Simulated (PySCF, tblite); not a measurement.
**C₄H₇ClNSi radical: geometry, infrared bands and EPR parameters**

What infrared bands and EPR parameters should C₄H₇ClNSi radical (`C[C@@H]([CH]Cl)[SiH2]C#N`) show?

Programs: tblite 0.8.0 and PySCF 2.14.0, with density-fitted response routines of our own. Each step states its level of theory. These are calculated values for one molecule in the gas phase, unless marked as measured. Atoms are numbered from 0 throughout.

### 1 The starting structure

14 atoms, charge 0, multiplicity 2; geometry from: force field or distance geometry start.

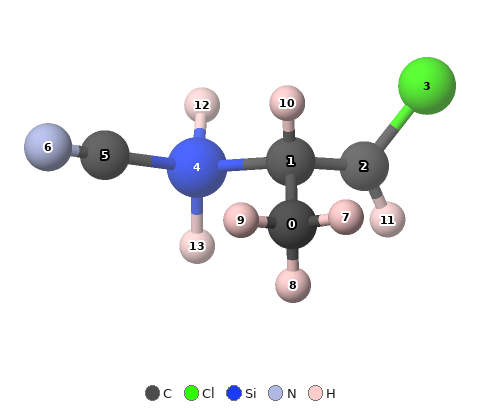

The starting geometry (carbon dark grey, chlorine green, silicon blue, nitrogen light blue, hydrogen pink), atoms numbered.

### 2 Relaxing the molecule with GFN2-xTB

What the job is given:

```
{"job": {"kind": "relax", "xc": "GFN2-xTB", "basis": "xTB"}, "charge": 0, "multiplicity": 2}
C     -0.694900     0.068800    -1.366800
C     -0.128300     0.552000    -0.038200
C     -1.205500     1.154800     0.797700
Cl    -1.096500     2.798300     1.279400
Si     0.794300    -0.828900     0.943800
C      2.218200    -1.507400    -0.079500
N      3.099300    -1.917700    -0.721900
H     -1.185200     0.902600    -1.892000
H     -1.442400    -0.725800    -1.227600
H      0.077200    -0.321300    -2.018500
H      0.632300     1.306500    -0.253700
H     -2.160300     0.687200     1.053700
H      1.274000    -0.269300     2.240600
H     -0.182900    -1.900100     1.260900
```

Launch:

```bash
$ OMP_NUM_THREADS=1 python probes_run.py task.json out
```

The driver reads the jobs from task.json and runs them one after another.

What it wrote:

```text
step      E/eV     max force
  0    -577.05524    2.233
  1    -576.99272    6.335
  2    -577.11694    0.431
  3    -577.12846    0.413
  4    -577.15431    0.344
  5    -577.16407    0.309
  6    -577.17685    0.242
  7    -577.18082    0.218
  8    -577.18481    0.171
  9    -577.18733    0.146
 10    -577.18898    0.120
 11    -577.19003    0.105
 12    -577.19127    0.120
 13    -577.19294    0.143
 14    -577.19499    0.137
 15    -577.19698    0.106
 16    -577.19889    0.126
 17    -577.20123    0.189
 18    -577.20425    0.194
 19    -577.20761    0.197
 20    -577.21098    0.156
 21    -577.21405    0.137
 22    -577.21662    0.158
 23    -577.21866    0.119
 24    -577.22024    0.094
 25    -577.22162    0.106
 26    -577.22319    0.154
 27    -577.22502    0.153
 28    -577.22677    0.097
 29    -577.22810    0.129
 30    -577.22909    0.111
 31    -577.23018    0.108
 32    -577.23181    0.105
 33    -577.23305    0.064
 34    -577.23428    0.085
 35    -577.23524    0.093
 36    -577.23636    0.123
 37    -577.23744    0.103
 38    -577.23816    0.059
 39    -577.23858    0.054
 40    -577.23901    0.052
 41    -577.23969    0.081
 42    -577.24057    0.083
 43    -577.24128    0.083
 44    -577.24161    0.069
 45    -577.24187    0.042
 46    -577.24207    0.036
 47    -577.24245    0.035
 48    -577.24263    0.036
 49    -577.24281    0.032
 50    -577.24296    0.028
 51    -577.24310    0.027
 52    -577.24319    0.023
 53    -577.24325    0.020
 54    -577.24332    0.020
 55    -577.24342    0.019
 56    -577.24351    0.019
 57    -577.24357    0.021
 58    -577.24360    0.015
 59    -577.24363    0.014
 60    -577.24366    0.016
 61    -577.24368    0.011
 62    -577.24369    0.009
```

It took 0.44 s on 1 thread of Arm Neoverse V1, shared host.

Step by step: (not every step is listed) (the energy doesn't fall at every step)

```tsv
step	energy from step 0 (eV)	largest force (eV/Å)
0	0.0000	2.2328
1	0.0625	6.3347
2	-0.0617	0.4315
3	-0.0732	0.4132
4	-0.0991	0.3444
5	-0.1088	0.3086
6	-0.1216	0.2417
7	-0.1256	0.2179
8	-0.1296	0.1707
12	-0.1360	0.1196
16	-0.1436	0.1255
20	-0.1557	0.1562
24	-0.1650	0.0937
28	-0.1715	0.0975
32	-0.1766	0.1054
36	-0.1811	0.1228
40	-0.1838	0.0525
44	-0.1864	0.0687
48	-0.1874	0.0363
52	-0.1880	0.0229
56	-0.1883	0.0190
57	-0.1883	0.0206
58	-0.1884	0.0147
59	-0.1884	0.0145
60	-0.1884	0.0156
61	-0.1884	0.0110
62	-0.1884	0.0095
```

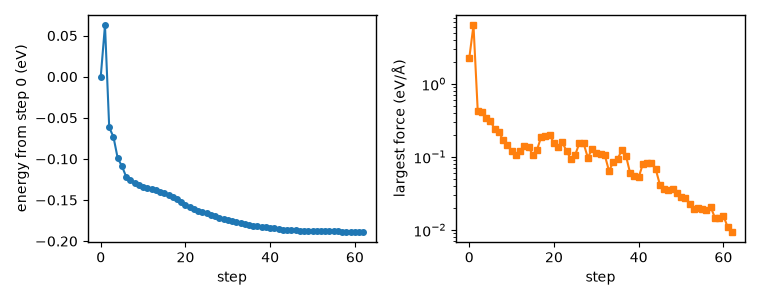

Energy and force, step by step.

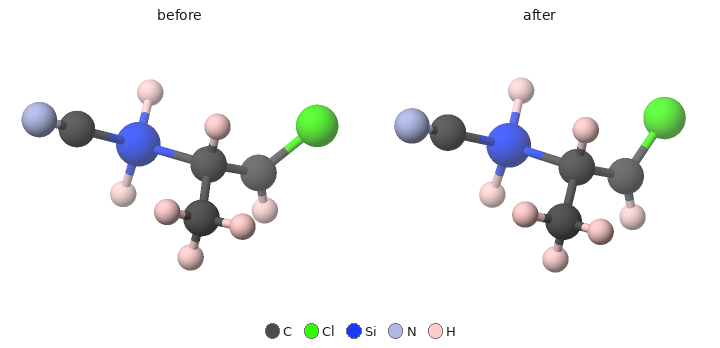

The geometry before (left) and after (right).

Distances of close pairs at the start and the end, largest changes first:

```tsv
bond	before (Å)	after (Å)	change (Å)
C1–C2	1.491	1.454	-0.037
Si4–H12	1.492	1.460	-0.032
C1–Si4	1.929	1.957	+0.028
Si4–H13	1.484	1.462	-0.023
Si4–C5	1.880	1.862	-0.019
C2–H11	1.094	1.075	-0.018
C5–N6	1.165	1.147	-0.018
C2–Cl3	1.716	1.703	-0.013
```

The final coordinates are the input of the step that follows.

### 3 Infrared spectrum with GFN2-xTB

What the job is given:

```
{"job": {"kind": "ir", "xc": "GFN2-xTB", "basis": "xTB"}, "charge": 0, "multiplicity": 2}
C     -0.674593    -0.004173    -1.398632
C     -0.150670     0.616035    -0.105675
C     -1.211987     1.204717     0.694482
Cl    -0.862837     2.423354     1.831240
Si     0.735960    -0.732591     1.001299
C      2.110432    -1.429888    -0.042804
N      2.931710    -1.829394    -0.737254
H     -1.106738     0.763876    -2.037850
H     -1.443296    -0.744597    -1.189161
H      0.132760    -0.489616    -1.942394
H      0.605388     1.370918    -0.339160
H     -2.183013     0.751697     0.781728
H      1.320375    -0.086770     2.172435
H     -0.204170    -1.814041     1.289579
```

What it wrote:

```text
mode    cm-1     km/mol
  1      39.1      5.35
  2      61.7      2.07
  3      83.6      7.48
  4     174.8      1.51
  5     211.8      0.33
  6     257.5      0.89
  7     259.7      3.46
  8     266.5      5.17
  9     337.8      0.99
 10     373.6     26.45
 11     393.2     50.61
 12     482.5     62.14
 13     565.9     13.73
 14     602.1     35.03
 15     631.1      3.89
 16     689.5    152.09
 17     733.2    185.59
 18     797.5     16.16
 19     966.5      4.78
 20    1013.9      6.46
 21    1079.1      0.65
 22    1120.2     17.65
 23    1179.2     12.68
 24    1209.6     25.98
 25    1316.8     18.59
 26    1414.2      4.27
 27    1493.7      2.51
 28    1502.1      5.28
 29    2282.3    222.65
 30    2302.2    223.42
 31    2319.0    222.59
 32    2932.2     21.61
 33    3019.0     24.67
 34    3032.2     22.95
 35    3036.8     10.98
 36    3105.8     10.23
```

Wall time 0.51 s (1 thread of Arm Neoverse V1, shared host).

The strongest bands and the atoms that carry them (share of the mass-weighted mode):

```tsv
cm⁻¹	km/mol	atoms
393	50.6	H11 46 %, Cl3 11 %
482	62.1	H12 27 %, H13 22 %, Si4 22 %
602	35.0	C1 42 %, Si4 22 %, H12 15 %
690	152.1	H13 46 %, H12 32 %, Si4 12 %
733	185.6	H12 44 %, H13 44 %, Si4 11 %
2282	222.7	H13 97 %
2302	223.4	H12 96 %
2319	222.6	C5 58 %, N6 42 %
```

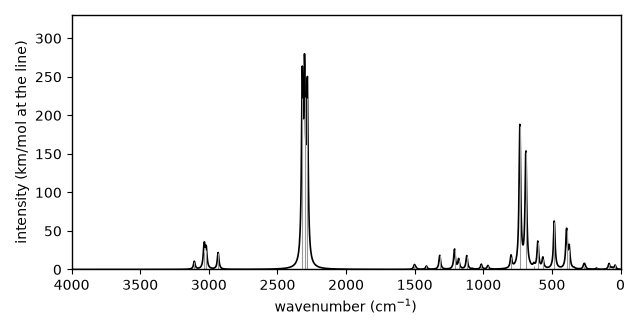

The infrared spectrum from these modes, unscaled. Lines are broadened to a width of 14 cm⁻¹ (Lorentzian).

### 4 g tensor and hyperfine couplings: B3LYP/pcH-1

Same as in step 3 but for these lines:

```diff
@@ -1,2 +1,2 @@
-{"job": {"kind": "ir", "xc": "GFN2-xTB", "basis": "xTB"}, "charge": 0, "multiplicity": 2}
+{"job": {"kind": "epr", "basis": "pcH-1"}, "charge": 0, "multiplicity": 2}
 C     -0.674593    -0.004173    -1.398632
```

Method: UKS B3LYP, pcH-1 on C Cl H N Si, non-relativistic, mean-field spin-orbit, GIAO.

What it wrote:

```text
UKS, coarse grid
  cycle   1  E = -960.99211239  |g| = 3.67e-01
  cycle   2  E = -960.86008512  |g| = 6.43e-01
  cycle   3  E = -961.04188277  |g| = 1.76e-01
  cycle   4  E = -961.05401642  |g| = 4.89e-02
  cycle   5  E = -961.05510111  |g| = 1.09e-02
  cycle   6  E = -961.05516454  |g| = 3.91e-03
  cycle   7  E = -961.05517413  |g| = 1.29e-03
  cycle   8  E = -961.05517496  |g| = 8.07e-04
UKS, final grid
  cycle   1  E = -961.05512580  |g| = 1.21e-03
  cycle   2  E = -961.05512456  |g| = 1.98e-03
  cycle   3  E = -961.05512655  |g| = 1.73e-04
  cycle   4  E = -961.05512656  |g| = 6.64e-05
  cycle   5  E = -961.05512656  |g| = 3.13e-05
  cycle   6  E = -961.05512656  |g| = 7.19e-06
E = -961.05512656 Eh   <S^2> = 0.7544 (exact 0.7500)
g shifts (ppm)      1          2          3
  rmc          -180       -180       -180
  gc             -1         17         28
  oz_so        -547       4945       6702
  total        -729       4781       6549
hyperfine (MHz)  atom isotope    a_iso     a_fc   dipolar eigenvalues
    0   13C      23.11      23.11     -2.11     -1.65      3.76
    1   13C     -28.74     -28.78     -2.66      0.48      2.18
    2   13C     115.41     114.92    -76.13    -75.33    151.45
    3  35Cl       5.74       5.86    -29.56    -19.29     48.85
    4  29Si    -149.29    -149.48    -22.46     10.46     11.99
    5   13C      18.85      18.85     -1.87     -0.89      2.76
    6   14N       0.74       0.75     -0.91     -0.80      1.70
    7    1H      -0.59      -0.59     -3.75     -2.34      6.08
    8    1H      -0.08      -0.09     -2.91     -2.54      5.46
    9    1H      -1.00      -1.00     -2.21     -1.40      3.61
   10    1H      47.81      47.78     -4.39     -3.61      8.00
   11    1H     -57.23     -57.36    -35.26     -0.81     36.07
   12    1H      -4.96      -4.96     -2.58     -1.27      3.85
   13    1H      -4.56      -4.56     -2.75     -1.40      4.15
```

Wall time 92 s (1 thread of Arm Neoverse V1, shared host); peak memory 1.1 GiB.

Principal g values 2.00159, 2.00710, 2.00887; g(iso) = 2.00585, against 2.00232 for a free electron.

Hyperfine couplings; where a row names several nuclei, a(iso) is their mean (it holds for fast rotation or exchange) and the dipolar term the largest among them:

```tsv
nuclei	isotope	a(iso) (MHz)	a(iso) (G, at g = 2.0023)	largest dipolar term (MHz)
Si4	29Si	-149.3	-53.3	-22.5
C2	13C	115.4	41.2	151.5
H11	1H	-57.2	-20.4	36.1
H10	1H	47.8	17.1	8.0
C1	13C	-28.7	-10.3	-2.7
C0	13C	23.1	8.2	3.8
C5	13C	18.8	6.7	2.8
Cl3	35Cl	5.7	2.0	48.8
H12	1H	-5.0	-1.8	3.9
H13	1H	-4.6	-1.6	4.1
N6	14N	0.7	0.3	1.7
H7, H8, H9	1H	-0.6	-0.2	6.1
```

Mulliken spin populations:

C0 0.01; C1 -0.07; C2 0.88; Cl3 0.08; Si4 0.09; C5 0.00; N6 0.02; H7 0.01; H8 0.00; H9 0.00; H10 0.02; H11 -0.04; H12 0.00; H13 0.00

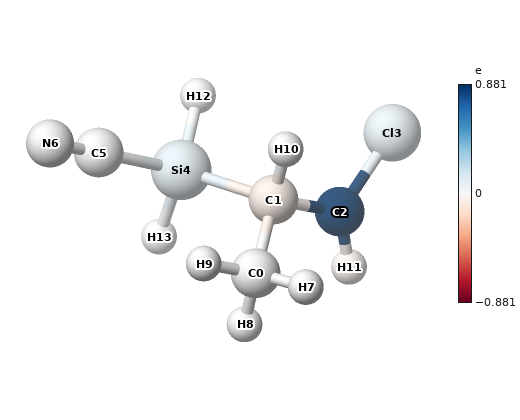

Mulliken spin populations, as colours on the atoms.

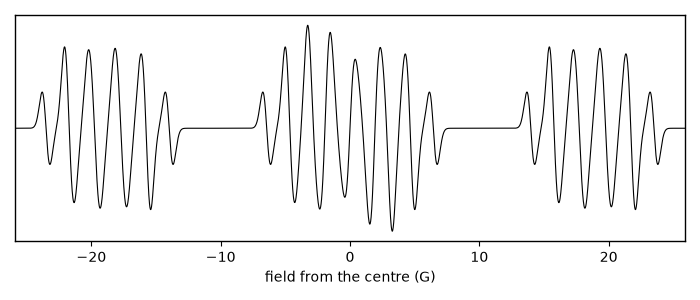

First-order isotropic spectrum (first derivative, main isotopes with spin only, couplings over 0.8 MHz, Gaussian width 0.3 G; couplings of the frozen geometry, rotation of groups not averaged beyond the rows shown).

The fields below are evaluated on a grid from the run's orbitals.

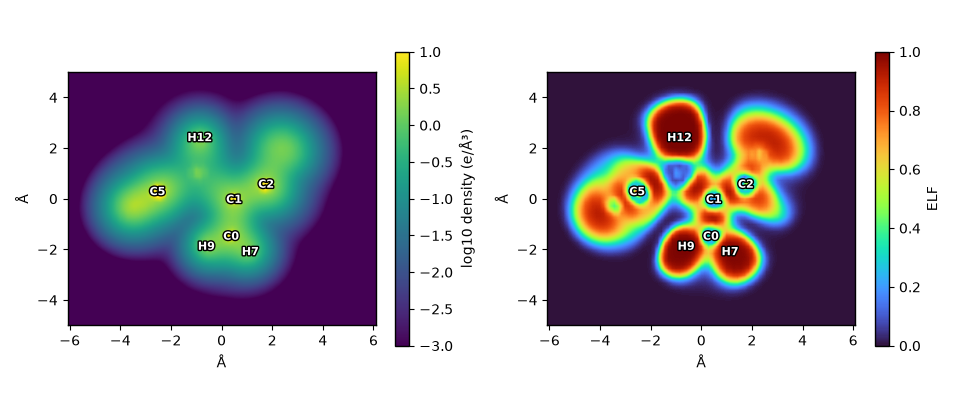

Density (left) and ELF (right) in a plane through or near 7 of the atoms.

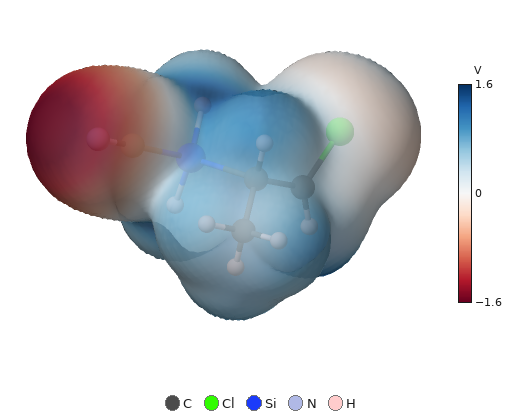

The potential that a unit positive charge feels on the 0.002 e/bohr³ surface, from -1.60 V near N6 to 1.45 V near H13.

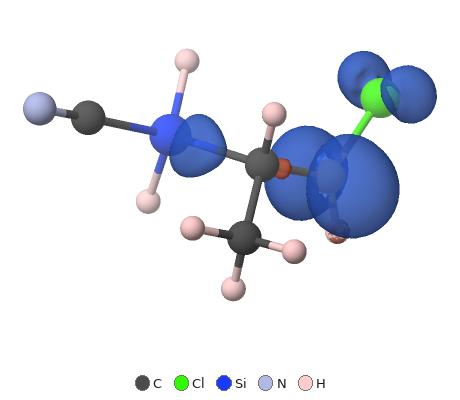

Spin density at ±0.04 e/Å³ (alpha excess blue, beta excess red).

### 5 Outcome

```
                                 quantity                    value
strongest single infrared mode (GFN2-xTB)    2302 cm⁻¹, 223 km/mol
             zero-point energy (GFN2-xTB)            59.0 kcal/mol
                           g(iso) (B3LYP)                  2.00585
                                     ⟨S²⟩       0.754 (exact 0.75)
       largest a(iso) (averaged by class)  29Si on Si4, -149.3 MHz
    surface potential, least and greatest       -1.60 V and 1.45 V
```

The optimisation took 62 steps and gained 0.188 eV; among the close pairs (by a distance rule), C1–C2 changed most, from 1.491 to 1.454 Å. All 36 modes are real, so the xTB geometry is a minimum. The strongest single mode, at 2302 cm⁻¹, moves mainly H12. Unscaled tight-binding wavenumbers are off by several per cent, some by more. Its intensities can rank the bands wrongly. C2 carries the largest spin population, 0.88 e. The isotropic g lies 3.5 ppt above the free-electron value.
